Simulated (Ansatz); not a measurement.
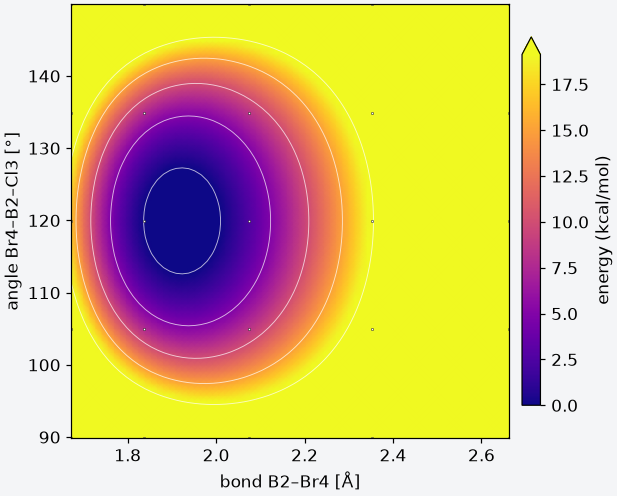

BBrCl₂, SMILES ClB(Cl)Br. Two internal coordinates are moved rigidly from the geometry relaxed at PBE0-D4/def2-TZVP, all others fixed. Coordinates scanned: (1) bond B2–Br4; (2) angle Br4–B2–Cl3. The grid has 5 × 5 points. Energies are in kcal/mol, from the lowest grid point. These are results of Ansatz, RKS PBE-D4/def2-TZVPP, not measurements.

The picture shows a smooth colour map with a few white contour lines, dots at the grid points, one colour for all values above the top of the scale. Between grid points the surface is interpolated.

Estimate the position of the minimum and the force constants in these coordinates.

Answer. The interpolated minimum is at bond B2–Br4 ≈ 1.918 Å, angle Br4–B2–Cl3 ≈ 120°. The curvatures there are about 20 eV/Å² and 7.8 eV/rad², with a cross term of about 0 eV/(Å·rad). Round the minimum the two coordinates are nearly uncoupled. (1 eV is 23.1 kcal/mol.)
